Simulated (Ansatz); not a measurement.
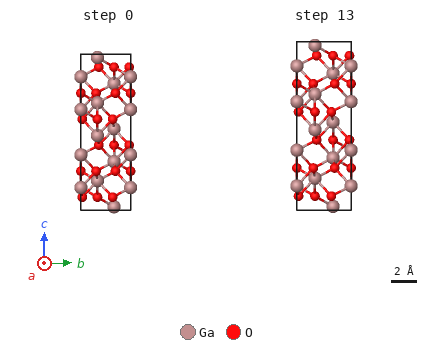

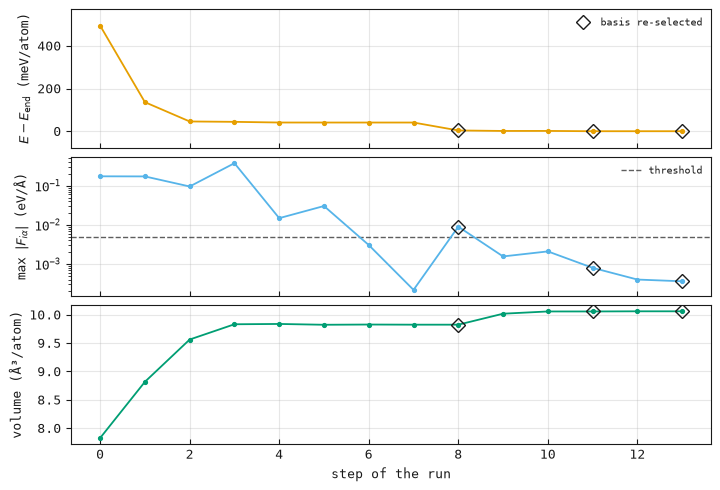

First and last geometry of a relaxation of a crystal of Ga$_{2}$O$_{3}$ (built on the corundum type), with the history of the run. A ball-and-stick model of the conventional cell (3 times the calculation's cell), seen along the a axis. Lengths and directions refer to the drawn axes.

These are results of Ansatz 0.2.0, DFT, PBE, plane waves, PAW, not measurements. Settings: plane-wave cutoff 420 eV; k-point mesh 6 × 6 × 6; occupations fermi dirac; smearing width 0.02 eV; no spin polarisation; cell and atoms relaxed; force threshold 0.005 eV/Å.

Q: Did the run converge, and what did it change?

A: It converged. The energy falls by 494 meV per atom in 10 accepted moves (13 points after the start). Largest force component: 0.17 eV/Å at the start, 0.00036 eV/Å at the end. The pressure goes from 88.67 to 0.00 GPa. At 3 points the geometry stayed and the basis and grid were re-selected for the new cell (energy shift of 37.1 meV per atom at most each time). The largest moves relative to the cell, 0.011 Å, are those of Ga atoms. Largest moves by element: Ga 0.011 Å, O 0.009 Å. Cell: a = b 4.637 → 5.058 Å (+9.1 %), c 12.611 → 13.623 Å (+8.0 %). Volume +28.5 %. Some distances before and after: Ga–O 1.937 → 2.105 Å, Ga–O 1.793 → 1.952 Å. The space group stays R-3c (No. 167).

```csv
step,"E − E(0), meV/atom","largest force component, eV/Å","pressure, GPa","volume, Å³/atom",note
0,0.00,0.1746,88.67,7.827,
1,-358.36,0.1735,34.01,8.817,
2,-448.73,0.0959,7.42,9.563,
3,-450.51,0.3780,-0.20,9.832,
4,-453.65,0.0148,-0.35,9.837,
5,-453.73,0.0303,0.03,9.823,
6,-453.72,0.0030,-0.06,9.827,
7,-453.74,0.0002,0.00,9.824,
8,-490.83,0.0090,4.99,9.824,"same geometry, new basis"
9,-493.18,0.0016,0.82,10.018,
10,-493.04,0.0021,0.01,10.057,
11,-494.40,0.0008,0.05,10.057,"same geometry, new basis"
12,-494.39,0.0004,0.00,10.060,
13,-494.40,0.0004,0.00,10.060,"same geometry, new basis"
```
